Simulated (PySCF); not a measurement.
Ga(OH)(OEt)(NH2), SMILES CC[O][Ga]([NH2])[OH] (C₂H₈GaNO₂) at its B3LYP/def2-SVP optimised geometry (Å):

```
14

Ga     0.2293    -0.2458     0.0000
O     -0.7931    -1.7168    -0.0935
H     -0.3006    -2.5461    -0.1328
O     -0.6134     1.3282     0.0000
C     -2.0029     1.4926    -0.2035
C     -2.4298     1.1796    -1.6332
H     -2.5895     0.8693     0.5000
H     -2.2414     2.5461     0.0328
H     -2.2487     0.1175    -1.8697
H     -3.5053     1.3776    -1.7767
H     -1.8658     1.7988    -2.3495
N      2.0447    -0.2458     0.0000
H      2.5895    -1.0633     0.2513
H      2.5486     0.6118     0.2016
```

Method: PySCF with B3LYP/def2-TZVP.

Map of the HOMO amplitude (bohr^(-3/2)) on the plane z = 1.2 Å; orbital energy -7.13 eV, overall sign arbitrary:

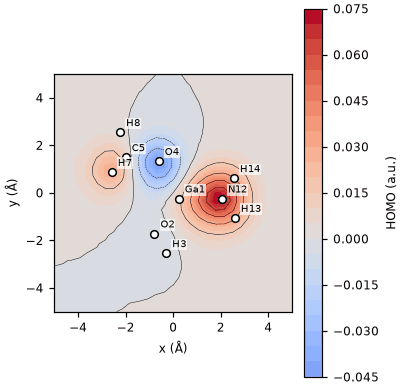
Figure. HOMO amplitude (bohr^(-3/2)) on the plane z = 1.2 Å.
